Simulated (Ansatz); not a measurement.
## BeAgH3 (built on the sites of a database entry of NaBeH3): from the cell to its phonons

The cell of BeAgH3 (built on the sites of a database entry of NaBeH3) is at rest. What are its phonons? After the zone centre comes a 4×4×4 q mesh on a 12×12×12 k mesh.

Calculated with Ansatz 0.2.0; DFT PBEsol, scalar-relativistic, plane waves, PAW.

The structure was built from a prototype and need not be the compound's stable phase.

## Step 1: The structure

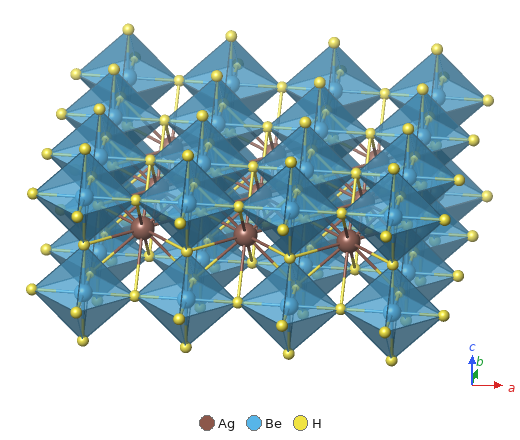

The starting structure, seen slightly off an axis (silver brown, beryllium blue, hydrogen yellow). 3×3×1 cells are drawn. Some periodic images of atoms are drawn too.

## Step 2: Linear response at the zone centre

The cell comes from relaxations at this level that are not shown. The zone centre comes first: it holds the modes that light can see, as far as symmetry allows. No field response is asked, since the mesh shows no gap.

Contents of input.yaml:

```yaml
crystal:
  lattice:
    - [3.3462488596, 0.0, 0.0]
    - [0.0, 3.3462488596, 0.0]
    - [0.0, 0.0, 3.3462488596]
  atoms:
    - { symbol: Ag, position: [0.5, 0.5, 0.5] }
    - { symbol: Be, position: [0.0, 0.0, 0.0] }
    - { symbol: H, position: [0.0, 0.0, 0.5] }
    - { symbol: H, position: [0.5, 0.0, 0.0] }
    - { symbol: H, position: [0.0, 0.5, 0.0] }
kpoints:
  mp_grid: { grid: [12, 12, 12] }
hamiltonian:
  xc: pbesol
scf:
  occupations: { method: methfessel_paxton, width: 0.2 }
output:
  eigenvalues: true
phonons:
  method: dfpt
```

The run is started by

```console
> ansatz run input.yaml --threads 4 --pin off --max-ram 14336MiB --backend cpu --events-out ev --progress --plain --runs-dir out
```

Numbers of over 12 decimals in the logs are rounded to 6 here.

Output:

```text
zone centre: on kpoints.mp_grid the ground state, and the responses unless they are solved on pairs of k-points, stand on 343 of the mesh's 1728 k-points, reduced under 8 symmetry operations, with k and −k counted as one. Each operation leaves every solved displacement unchanged or reverses it
Engine: ansatz 0.2.0, x86_64-unknown-linux-gnu
Pseudopotentials: kind: paw
Pseudopotential: Ag, paw, valence charge 19, recommended cutoff 420 eV (normal), Ag.paw.azcp
Pseudopotential: Be, paw, valence charge 2, recommended cutoff 420 eV (normal), Be.paw.azcp
Pseudopotential: H, paw, valence charge 1, recommended cutoff 420 eV (normal), H.paw.azcp
Functional definition: PBEsol
  exchange = pbesol_x
  correlation = pbesol_c
Crystal: 5 atoms, lattice volume = 37.469 Å³
Basis set: ecut = 420 eV, 739 PW (Γ), exchange–correlation on 48×48×48 points (8 copies of the dense FFT grid, shifted against one another)
Bands: 17, of which v1, the nominal top of the filled ones, is band 12 counted from 1 (11 counted from 0)
Symmetry: 48 space group operations
k-points: 343 of 1728 (irreducible under 8 space group operations)
Non-local potential: Ag, projectors of the file, l = 0: 3, l = 1: 2, l = 2: 2, l = 3: 1
Non-local potential: Be, projectors of the file, l = 0: 2, l = 1: 2, l = 2: 1
Non-local potential: H, projectors of the file, l = 0: 2, l = 1: 1
PAW form: soft (Blöchl's): semilocal exchange-correlation on the pseudo side does not see the compensation charge
PAW frozen core: Ag, regenerated for the run's functional, and the local potential with it (the file was generated under x = pbe(κ = 0.804, μ = 0.219515), c = pbe(β = 0.066725))
PAW frozen core: Be, regenerated for the run's functional, and the local potential with it (the file was generated under x = pbe(κ = 0.804, μ = 0.219515), c = pbe(β = 0.066725))
PAW one-centre angular grid: Ag, 590 points (default); XC on 64 Gauss nodes
PAW one-centre angular grid: Be, 110 points (default); XC on 64 Gauss nodes
PAW one-centre angular grid: H, 110 points (default); XC on 64 Gauss nodes
Initial density: superposition of atomic densities (neutral atoms: chi_scale 0, normalization atom), corrected by the library's trained network
Initial wavefunctions: pseudopotential atomic-orbital guess
Functional: x = pbesol(κ = 0.804, μ = 0.123457), c = pbesol(β = 0.046)
SCF iter   1: F=—  HF=-7657.191468 eV  |F-HF|=—  |Δ(HF+E_count)|=         —  Δρ=2.37e-3  dr2=9.89e-4  ethr=1.77e-3  ⟨swp⟩=5.0  Hψ=29143  notcnv=0
preconditioner: auto → none  [metal: Δε(μ)=0.041 eV  Ē_g=10.222 eV  σ=0.200 eV  W_gap=0.17  n_scr=6 (ndim 8)  ℏωp=24.3 eV  f_vac=0.000  D(μ)=0.16/eV (n_scr^D=0)  sad-step TF]
SCF iter   2: F=—  HF=-7657.191287 eV  |F-HF|=—  |Δ(HF+E_count)|=   1.81e-4  S|Δr|=    0.00e0  Δρ=9.48e-4  dr2=1.27e-4  ethr=4.12e-6  ⟨swp⟩=2.2  Hψ=11707  notcnv=0
SCF iter   3: F=—  HF=-7657.191334 eV  |F-HF|=—  |Δ(HF+E_count)|=   4.73e-5  S|Δr|=    0.00e0  Δρ=3.72e-4  dr2=2.65e-5  ethr=5.31e-7  ⟨swp⟩=2.4  Hψ=8283  notcnv=0
SCF iter   4: F=—  HF=-7657.191335 eV  |F-HF|=—  |Δ(HF+E_count)|=   8.39e-7  S|Δr|=    0.00e0  Δρ=7.39e-5  dr2=1.79e-6  ethr=1.11e-7  ⟨swp⟩=2.9  Hψ=9669  notcnv=0
SCF iter   5: F=—  HF=-7657.191347 eV  |F-HF|=—  |Δ(HF+E_count)|=   1.23e-5  S|Δr|=    0.00e0  Δρ=1.62e-5  dr2=4.65e-8  ethr=7.46e-9  ⟨swp⟩=2.3  Hψ=8053  notcnv=0
SCF iter   6: F=—  HF=-7657.191347 eV  |F-HF|=—  |Δ(HF+E_count)|=   3.89e-8  S|Δr|=    0.00e0  Δρ=1.20e-6  dr2=4.61e-10  ethr=1.94e-10  ⟨swp⟩=2.0  Hψ=9573  notcnv=0
SCF iter   7: F=-7657.191347 eV  HF=-7657.191347 eV  |F-HF|=0.00e0  |Δ(HF+E_count)|=  1.82e-11  S|Δr|=    0.00e0  Δρ=8.03e-8  dr2=1.10e-12  ethr=1.00e-12  ⟨swp⟩=5.0  Hψ=26719  notcnv=0
SCF 1 converged in 7 iterations: F = -7657.191347 eV  dr2 = 1.10e-12
  greatest PAW one-centre occupation: 1.001 electrons in one spin orbital (limit 2), on the Ag atom at site 0 (counted from 0), in its partial waves of l = 0
DFPT response loops at Γ: preconditioner auto → Kerker (q_TF=auto, 2.533 Å⁻¹) (partly filled bands, converged f_vac=0.000); β = 1.00, the filter's whole step (`scf.mixing.beta` (0.50) is not read by the response loops under this deck's `scf.mixing.preconditioner`; to damp them name `kerker` or `kerker_dos`, under which they read `scf.mixing.beta`, and type it under 1.00, their step now; both keys bind the ground state too); Broyden in place of MSR1
SCF converged after 7 iterations
Stability not checked: this state was not tested for a lower state beside it, because cold or Methfessel-Paxton smearing, or corrected tetrahedra, fill the levels in a way that the test cannot read (fill_not_monotonic; see scf.lower_state_search)
Free energy (F): -7657.191347 eV
Harris-Foulkes:  -7657.191347 eV  (|F-HF|=0.00e0)
Internal energy: -7657.191453 eV  (E = F + TS)
E sigma→0 (E₀):  -7657.191374 eV
Entropy (-TS):   0.000106 eV (0.021 meV/atom)
Fermi energy:    10.662913 eV
Step filling:    the computed levels leave a gap of 0.0000 eV = 0.0 smearing widths at the electron count; against every level under it full and every level over it empty, smearing changes F+E_penalty+E_count by +3.42e-5 meV and its σ→0 estimate by -0.027 meV
--- Per-component energies (eV) ---
  E_band       = -343.795883
  E_kinetic    = 587.779708
  E_local      = -3050.153992  (includes V_loc(G=0)·N_el)
  E_nonlocal   = 94.152383
  E_hartree    = 1364.857711
  E_xc         = -227.923671
  E_vxc        = -287.285342  (∫ρ·V_xc dr)
  E_paw        = -3895.667472  (= ΣΔE_a)
  E_vpaw       = -418.000983  (= ΣTr[D̂ρ^β])
  E_aug_tail   = -0.003035  (compensation charges beyond the density's cutoff)
  E_ewald      = -2530.565356
  E_core_change = 0.332270  (= ΣΔE_core)
  E_smearing   = 0.000106  (= −TS)
  E_closure    = -0.000000  (closes the sum)
  Σ components = -7657.191347   (vs F -7657.191347, Δ=0.00e0)
--- Band table (eV; the first three rows and the last of 343) ---
  k-point 0: bands = [... 8 lower, 6.2790, 6.2790, 10.8339, 10.8339, 12.2903, 12.2903, 12.2903, 16.3502, ... 1 higher]
  k-point 1: bands = [... 8 lower, 6.2330, 6.2821, 9.9615, 10.7631, 12.4217, 12.4217, 13.1017, 16.6009, ... 1 higher]
  k-point 2: bands = [... 8 lower, 6.1132, 6.2909, 8.7645, 10.5657, 12.7958, 12.7958, 14.0335, 17.4538, ... 1 higher]
  k-point 342: bands = [... 8 lower, 6.6953, 9.0321, 9.0321, 9.0321, 10.4517, 12.2280, 12.2280, 12.2280, ... 1 higher]
--- Phonons (Γ-DFPT): 4 representative perturbations + reference, on 343 of 1728 k-points (Σ response iterations 13) ---
  k mesh reduced under 8 symmetry operations, with k and −k counted as one. Each operation leaves every solved displacement unchanged or reverses it
  ASR residual: 4.043e-5 → 0.000e0 eV/Å²; symmetrization residual: 9.456e-7 eV/Å²
  ASR residual per site (eV/Å²): 2.32e-5 4.04e-5 3.26e-6 3.26e-6 3.26e-6
  Γ frequencies (cm⁻¹): -467.18 -467.18 -467.18 0.00 0.00 0.00 66.33 66.33 66.33 683.31 683.31 683.31 1058.29 1058.29 1058.29
  non-analytic LO–TO correction: not included (Born effective charges unavailable; polar crystals: no LO–TO splitting at Γ)
```

Elapsed: 20 s, on 4 threads of Intel Xeon Platinum 8259CL at 2.50GHz (Skylake/Cascade Lake), shared host; peak memory 0.92 GiB.

The column dr2 measures how far the density is from self-consistency, as an energy; F and HF (Harris–Foulkes) agree once it is small.

Numbers from this step:

```yaml
volume_per_atom: 7.494 Å³
gap_on_the_k_mesh: 0 eV
sum_rule_residual_before_enforcement: 4.04e-5 eV/Å²
point_group: m-3m
highest_optical_mode_at_the_zone_centre_no_lo_to_term: 1058 cm⁻¹
lowest_optical_zone_centre_mode: -467.2 cm⁻¹
```

Patterns of degenerate modes are one choice out of their space. Modes at Γ, with each element's share of the kinetic energy (negative means imaginary):

```tsv
mode	frequency (cm⁻¹)	symmetry	Ag %	Be %	H %
1	-467.2	T1u	2	0	98
2	-467.2	T1u	2	0	98
3	-467.2	T1u	2	0	98
4	0.0	acoustic	90	8	3
5	0.0	acoustic	90	8	3
6	0.0	acoustic	90	8	3
7	66.3	T1u	8	92	0
8	66.3	T1u	8	92	0
9	66.3	T1u	8	92	0
10	683.3	T2u	0	0	100
11	683.3	T2u	0	0	100
12	683.3	T2u	0	0	100
13	1058.3	T1u	0	0	100
14	1058.3	T1u	0	0	100
15	1058.3	T1u	0	0	100
```

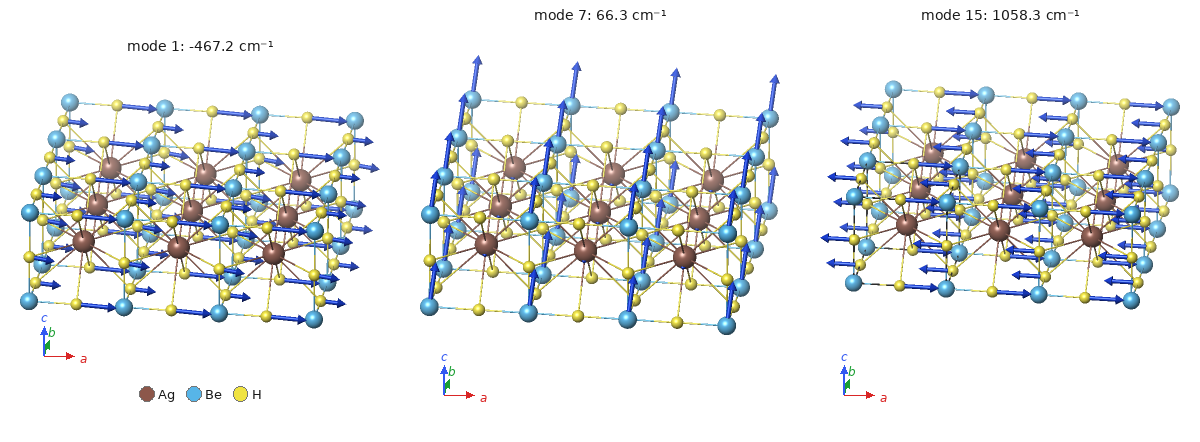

Displacement patterns of modes 1, 7 and 15 at Γ; arrows are exaggerated. 3×3×1 cells are drawn. Some periodic images of atoms are drawn too.

Before it was imposed, the acoustic sum rule was missed by 4.0e-5 eV/Å². Small misses are needed for a sound result but don't prove that mesh and cutoff are converged. The lowest optical mode is imaginary, 467.2i cm⁻¹, so the energy falls along it.

## Step 3: The dispersion

Stability and thermal properties need the whole zone. Linear response on a 4×4×4 q mesh gives force constants as far as a supercell of that size would.

Edit input.yaml of step 2 so:

```diff
@@ -21 +21,8 @@
   method: dfpt
+  qmesh: [4, 4, 4]
+  temperatures: { t_max: 1000, t_step: 50 }
+  qpath:
+    path:
+      - [[0.0, 0.0, 0.0], [0.0, 0.5, 0.0], [0.5, 0.5, 0.0], [0.0, 0.0, 0.0], [0.5, 0.5, 0.5], [0.0, 0.5, 0.0]]
+      - [[0.5, 0.5, 0.5], [0.5, 0.5, 0.0]]
+    npoints: 10
```

Output:

```text
[...]
Crystal: 5 atoms, lattice volume = 37.469 Å³
Basis set: ecut = 420 eV, 739 PW (Γ), exchange–correlation on 48×48×48 points (8 copies of the dense FFT grid, shifted against one another)
Bands: 17, of which v1, the nominal top of the filled ones, is band 12 counted from 1 (11 counted from 0)
Symmetry: 48 space group operations
k-points: 84 of 1728
[...]
SCF iter   1: F=—  HF=-7657.191466 eV  |F-HF|=—  |Δ(HF+E_count)|=         —  Δρ=2.37e-3  dr2=9.89e-4  ethr=1.77e-3  ⟨swp⟩=5.0  Hψ=7101  notcnv=0
[...]
SCF iter   7: F=-7657.191347 eV  HF=-7657.191347 eV  |F-HF|=1.82e-12  |Δ(HF+E_count)|=  1.46e-11  S|Δr|=    0.00e0  Δρ=8.37e-8  dr2=1.20e-12  ethr=1.00e-12  ⟨swp⟩=5.0  Hψ=6528  notcnv=0
SCF 1 converged in 7 iterations: F = -7657.191347 eV  dr2 = 1.20e-12
[...]
iter 1 solved again at ethr=4.02e-8 eV; its pass at ethr=3.10e-3 eV (dr2=9.65e-6 eV) is discarded
SCF iter   1: F=—  HF=-7657.191336 eV  |F-HF|=—  |Δ(HF+E_count)|=         —  Δρ=2.20e-7  dr2=7.81e-12  ethr=4.02e-8  ⟨swp⟩=2.9  Hψ=10647  notcnv=0
eigensolver tolerance schedule: the retry pair's looser diagonalisation over-reported the residual by 1235279.93 of it (diagonalisation noise at an unbounded share of the residual, at the tolerance the schedule requests for it); recorded, not acted on — ethr = c·dr2/N_el stays at c = 1.0e-1
[...]
SCF iter   2: F=—  HF=-7657.191347 eV  |F-HF|=—  |Δ(HF+E_count)|=   1.13e-5  S|Δr|=    0.00e0  Δρ=9.43e-8  dr2=2.00e-12  ethr=1.00e-12  ⟨swp⟩=5.3  Hψ=5496  notcnv=0
SCF iter   3: F=-7657.191347 eV  HF=-7657.191347 eV  |F-HF|=1.82e-12  |Δ(HF+E_count)|=  1.82e-12  S|Δr|=    0.00e0  Δρ=4.93e-8  dr2=3.19e-13  ethr=1.00e-12  ⟨swp⟩=1.0  Hψ=3203  notcnv=0
SCF 2 converged in 3 iterations: F = -7657.191347 eV  dr2 = 3.19e-13
phonons: the bands overlap, so this run is a metal and interpolates without the dipole-dipole term. If the crystal is really an insulator or semiconductor, its LO-TO splitting is missing
NSCF: frozen V_eff on 84 k-points
[...]
DFPT response loops at q = (0, 0, 0) (fractional): preconditioner auto → Kerker (q_TF=auto, 2.533 Å⁻¹) (partly filled bands, converged f_vac=0.000); β = 1.00, the filter's whole step (`scf.mixing.beta` (0.50) is not read by the response loops under this deck's `scf.mixing.preconditioner`; to damp them name `kerker` or `kerker_dos`, under which they read `scf.mixing.beta`, and type it under 1.00, their step now; both keys bind the ground state too); Broyden in place of MSR1
[...]
SCF converged after 7 iterations
[...]
Free energy (F): -7657.191347 eV
[...]
Internal energy: -7657.191453 eV  (E = F + TS)
E sigma→0 (E₀):  -7657.191374 eV
Entropy (-TS):   0.000106 eV (0.021 meV/atom)
Fermi energy:    10.662913 eV
[...]
--- Band table (eV; the first three rows and the last of 84) ---
  k-point 0: bands = [... 8 lower, 6.2790, 6.2790, 10.8339, 10.8339, 12.2903, 12.2903, 12.2903, 16.3502, ... 1 higher]
  k-point 1: bands = [... 8 lower, 6.2330, 6.2821, 9.9615, 10.7631, 12.4217, 12.4217, 13.1017, 16.6009, ... 1 higher]
  k-point 2: bands = [... 8 lower, 6.1132, 6.2909, 8.7645, 10.5657, 12.7958, 12.7958, 14.0335, 17.4538, ... 1 higher]
  k-point 83: bands = [... 8 lower, 6.6953, 9.0321, 9.0321, 9.0321, 10.4517, 12.2280, 12.2280, 12.2280, ... 1 higher]
--- Phonons (Γ-DFPT): 4 representative perturbations + reference (Σ response iterations 13) ---
  ASR residual: 3.949e-5 → 0.000e0 eV/Å²; symmetrization residual: 9.278e-7 eV/Å²
  ASR residual per site (eV/Å²): 2.23e-5 3.95e-5 5.89e-6 5.89e-6 5.89e-6
[...]
--- Phonons (arbitrary-q DFPT): 10 irreducible q on the 4×4×4 mesh ---
  q = [0.0000, 0.0000, 0.0000] (star 1, of the zone-centre solve; hermiticity 9.63e-7, symmetrization 1.33e-11): -467.18 -467.18 -467.18 0.00 0.00 0.00 66.33 66.33 66.33 683.31 683.31 683.31 1058.29 1058.29 1058.29
  q = [0.0000, 0.0000, 0.2500] (star 6, 9 solved perturbations in 4536 linear systems a pass and spin channel, the states on 588 of 1728 k-point pairs; hermiticity 4.43e-7, symmetrization 2.47e-12): -319.49 -319.49 -47.95 -47.95 -18.50 95.43 95.43 171.19 662.69 662.69 702.36 838.51 1034.21 1034.21 1169.76
[...]
q = [0.0000, 0.2500, -0.5000] (star 12, 15 solved perturbations on 588 of 1728 k-point pairs; hermiticity 7.24e-7, symmetrization 5.05e-9): -375.41 -77.61 -62.77 -52.78 68.41 260.11 271.63 361.40 417.14 621.52 813.27 881.09 928.53 965.22 1372.36
[...]
sum rule: each row above includes the acoustic sum rule's correction from the zone centre's row sums; it moved no ω² by more than (1.26 cm⁻¹)²
  mesh force constants: q→R imaginary residual 1.88e-18; ASR residual 3.949e-5 → 0.000e0 eV/Å²; symmetrization residual 3.109e-15 eV/Å²
  interpolated dispersion: 62 rows × 15 modes
  density of states and harmonic sums: on the 20×20×20 q-mesh, interpolated from the force constants of a 4×4×4 supercell (no non-analytic term)
  largest difference from the sums on the solved wave vectors: F 4.36e-2 eV, S 6.81e-5 and C_V 2.46e-5 eV/K
  zero-point energy: 0.419113 eV/cell   skipped modes (ω ≤ 0): 1392, of them read as no rigid motion or as one in doubt: 1389 (4.825e0 modes/cell left out, lowest -895.61 cm⁻¹)   left out of the sums: 3.22e-1 of the cell's modes: C_V's classical limit lies that fraction below 3 k_B per atom; for a crystal, a wire or a layer, F and S can be off by more, and a phonons.interpolated_qmesh denser along its periods is the remedy for the sampling
```

Wall time 8.6 min (4 threads); peak memory 2.5 GiB; 33 min of CPU time.

Numbers from this step:

```
sum-rule residual before enforcement                    : 3.95e-5 eV/Å²
lowest frequency on the path                            : -895.6 cm⁻¹
highest frequency on the path or at a solved wavevector : 1570 cm⁻¹
lowest mode on the q mesh (acoustic modes at Γ apart)   : -895.6 cm⁻¹
```

Frequencies (cm⁻¹) solved at each irreducible wavevector; negative means imaginary. Frequencies by wavevector, by row:

```tsv
q in reciprocal lattice units	star	mode 1	mode 2	mode 3	mode 4	mode 13	mode 14	mode 15
0 0 0	1	-467.2	-467.2	-467.2	0	1058	1058	1058
0 0 0.25	6	-319.5	-319.5	-48	-48	1034	1034	1170
0 0 -0.5	3	-128.5	-128.5	-74.1	-74.1	1006	1006	1228
0 0.25 0.25	12	-423	-102.5	-58.1	-53.5	953.6	1004	1308
0 0.25 -0.5	12	-375.4	-77.6	-62.8	-52.8	928.5	965.2	1372
0 -0.5 -0.5	3	-895.6	-160.8	-80.5	-69.8	889.6	946.9	1460
0.25 0.25 0.25	8	-410.1	-410.1	-63.4	-63.4	949.4	949.4	1398
0.25 0.25 -0.5	12	-375.5	-365.1	-313.9	-71.5	926.9	945.3	1454
0.25 -0.5 -0.5	6	-815.2	-361.9	-361.9	-73.4	941.3	981.2	1517
-0.5 -0.5 -0.5	1	-774.7	-774.7	-774.7	-70	997.6	997.6	1570
```

Interpolated from a 4×4×4 q mesh. Phonon branches along the path, in cm⁻¹:

```tsv
point	branch 1	branch 2	branch 3	branch 4	branch 12	branch 13	branch 14	branch 15
Γ	-467	-467	-467	0	683	1058	1058	1058
X	-128	-128	-74	-74	902	1006	1006	1228
M	-896	-161	-80	-70	833	890	947	1460
Γ	-467	-467	-467	0	683	1058	1058	1058
R	-775	-775	-775	-70	998	998	998	1570
X	-128	-128	-74	-74	902	1006	1006	1228
jump to R	-775	-775	-775	-70	998	998	998	1570
M	-896	-161	-80	-70	833	890	947	1460
```

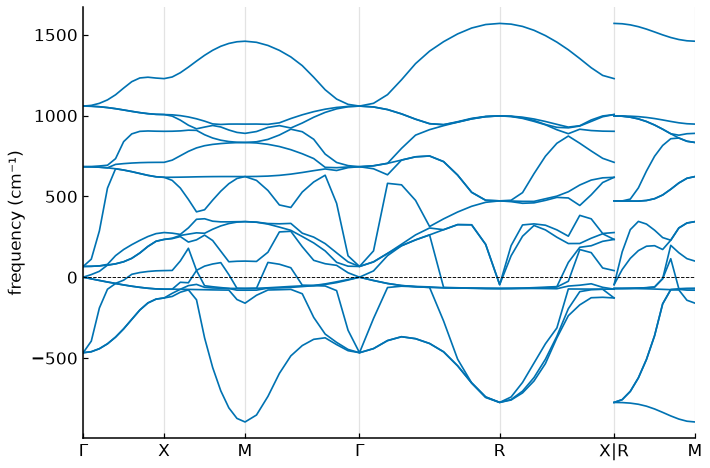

Phonon branches along the path.

The phonon density of states has structure finer than the step of the table below, so its rows give means over 200 cm⁻¹, whole bins alone (the curve runs from -890 to 1570 cm⁻¹). Peaks (cm⁻¹: height): -70.0: 0.0874, 310.0: 0.0155, 950.0: 0.0285.

Tetrahedra on a 20×20×20 mesh, mean over bins of 20 cm-1. Interpolated from a 4×4×4 q mesh. The phonon density of states by wavenumber; means over each step:

```tsv
wavenumber (cm⁻¹)	phonon density of states (1/cm⁻¹/cell)
-600	0.00165
-400	0.00379
-200	0.00348
0	0.0164
200	0.0107
400	0.00694
600	0.00673
800	0.00723
1000	0.0125
1200	0.00118
1400	0.00331
```

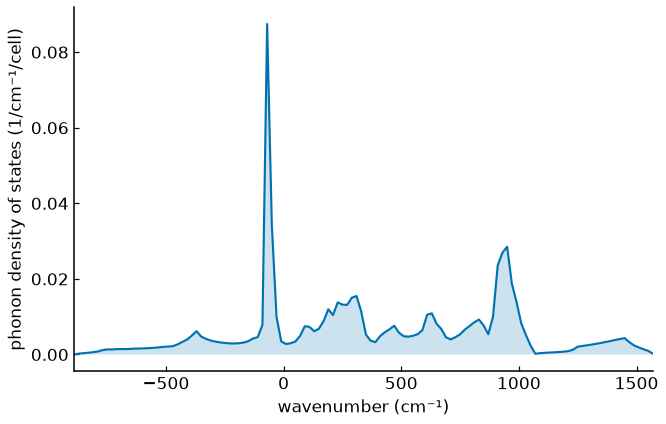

Phonon density of states, plotted against wavenumber.

The partial phonon density of states has structure finer than the step of the table below, so its rows give means over 200 cm⁻¹, whole bins alone (the curve runs from -890 to 1624 cm⁻¹). Peaks (cm⁻¹: height): Ag -68.0: 0.0512; Be 280.0: 0.0106, 469.8: 0.00314; H -368.5: 0.00512, 627.9: 0.00969, 944.3: 0.0249, 1434.6: 0.00402.

Phonopy on the run's constants, 17x17x17 mesh, Gaussian sigma 18.0 cm-1. Interpolated from a 4×4×4 q mesh. Table of partial phonon density of states by wavenumber; means over each step; values in 1/cm⁻¹/cell:

```tsv
wavenumber (cm⁻¹)	Ag	Be	H
-600	0	5.5e-5	0.00164
-400	2.2e-5	2.4e-4	0.00362
-200	8.5e-4	4.9e-4	0.00213
0	0.0138	0.00145	6.8e-4
200	2.8e-4	0.00795	0.00269
400	4.7e-5	0.00371	0.00320
600	5.2e-6	6.5e-4	0.00609
800	7.0e-6	2.5e-4	0.00724
1000	9.6e-6	1.7e-4	0.0120
1200	0	8.7e-6	0.00118
1400	0	1.8e-5	0.00326
```

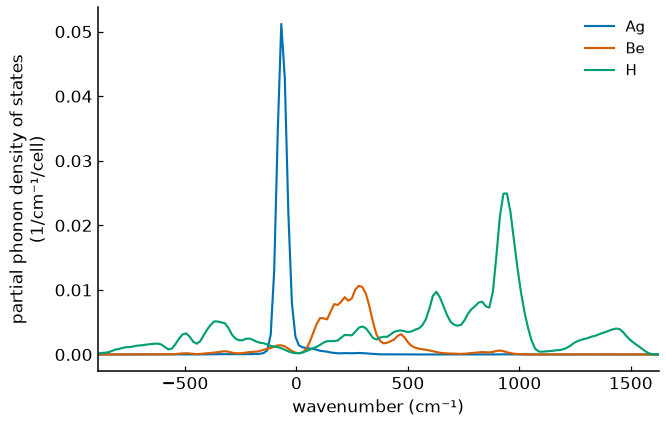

Partial phonon density of states, plotted against wavenumber.

Symmetry leaves 10 wavevectors to solve. The lowest mode among them, the acoustic zeros apart, lies at q = (0, -0.5, -0.5) and is imaginary, 895.6i cm⁻¹, so the energy falls along it.

[end of part 1 of 2]

[Logs are printed without paths, hosts, clocks, repeated set-up lines and the standing remarks that a program may print on its own settings, such as how far it seeks lower states.]

[Hosts, paths, dates, database ids (printed as entryN), source tags and the programs' standing remarks are cut or masked in the printed files.]
